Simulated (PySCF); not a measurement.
## Single-point calculation of GeH$_{3}$I

The run: single-point calculation of GeH$_{3}$I, SMILES [H][Ge]([H])([H])[I]. Method and program: CCSD(T)/3-21G, RHF (PySCF 2.14.0).

The geometry was optimised with PBEsol/ccECP-cc-pVDZ.

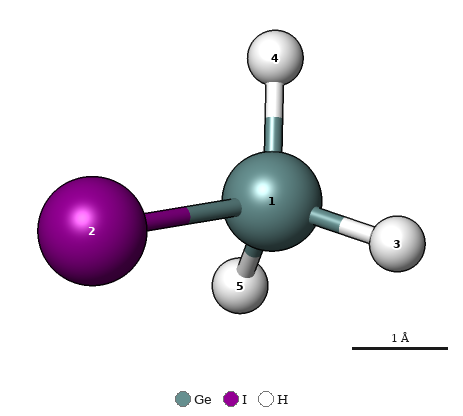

Fig. 1: The structure as given in the input (ball-and-stick view, seen at a tilt; atoms are numbered from 1 in the order of the input). Sticks mark near contacts. Bond lengths as drawn: Ge–H 1.55 Å and Ge–I 2.56 Å.

## Results in brief

- outcome: converged
- total energy: −8955.055337 hartree
- SCF energy: −8954.944123 hartree
- correlation energy: −0.111214 hartree
- (T) correction: −0.001752 hartree
- basis functions: 62
- T1 diagnostic: 0.006
- HOMO of the SCF reference: −9.93 eV
- LUMO of the SCF reference: 2.01 eV
- hardware: 1 thread of Intel Xeon @ 2.50GHz (Skylake/Cascade Lake), 189 GiB of memory available, shared host
- wall time: 6.7 s
- peak memory: 0.15 GiB

The record of the run, not the program, notes: no relativistic term for heavy atoms.

## Input (job.py)
```python
# GeIH3
from pyscf import gto, cc

molecule = gto.M(
    atom='mol.xyz',
    max_memory=1860,
    basis='3-21g',
    verbose=3,
    cart=True,
)

mf = molecule.RHF()
mf.kernel()

mycc = cc.CCSD(mf, frozen=27)
mycc.kernel()
e_t = mycc.ccsd_t()
energy = mycc.e_tot + e_t
print(f'total energy: {energy:.8f} hartree')
```

## File mol.xyz
```
5

Ge    -0.007044     0.033589    -0.224328
I      0.072404    -0.021597     2.338004
H      1.460263    -0.020276    -0.731947
H     -0.706045     1.358836    -0.635044
H     -0.818125    -1.208098    -0.686862
```

Command:
```bash
OMP_NUM_THREADS=1 python job.py
```

## Log
```
converged SCF energy = -8954.94412341915
E(CCSD) = -8955.053584552865  E_corr = -0.1094611337110693
CCSD(T) correction = -0.00175246475272083
total energy: -8955.05533702 hartree
```

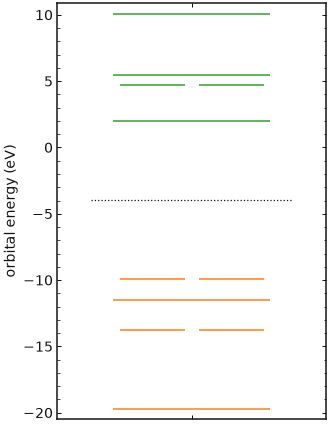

Fig. 2: Orbital energies near the frontier (SCF reference); the dotted line parts filled from empty levels, and levels within 0.02 eV of each other stand side by side. Highest filled −9.93 eV, lowest empty 2.01 eV, 11.94 eV apart.
